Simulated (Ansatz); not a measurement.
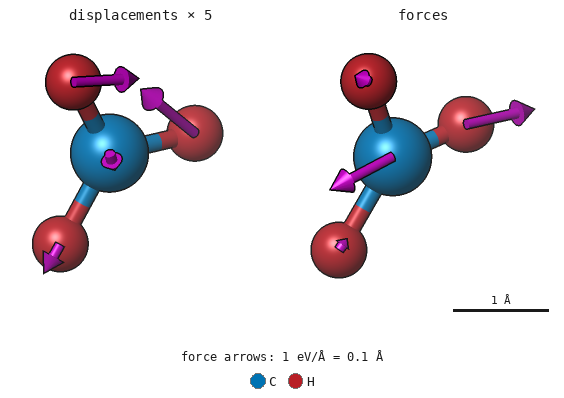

Left: CH3 (charge +1), with purple arrows for the displacements applied to it. Right: the displaced structure with the computed forces. Style: ball-and-stick. Shown at a tilt.

Method: Ansatz 0.2.0, RKS wB97M-V/def2-TZVPP. 

### Describe the distortion and the response.

All atoms are moved at random (σ = 0.12 Å) from the PBE0-D4/def2-TZVP minimum. Energy change: +0.926 eV. The largest force is 8.9 eV/Å, on an H atom. The forces point partly back along the displacements (cosine −0.55). At other levels of theory the same distortion costs 0.982 eV (RKS PBE-D4/def2-TZVPP), 0.945 eV (RKS r2SCAN-D4/def2-TZVPP), 0.955 eV (RKS PBE0-D4/def2-TZVPP), 0.953 eV (RHF-CCSD(T), frozen core/def2-TZVPP). Near-neighbour distances before and after: C–H 1.093 → 0.933 to 1.136 Å. Bond angles that change, for instance: H–C–H 120.0° → 100.6°, H–C–H 120.0° → 134.4°.
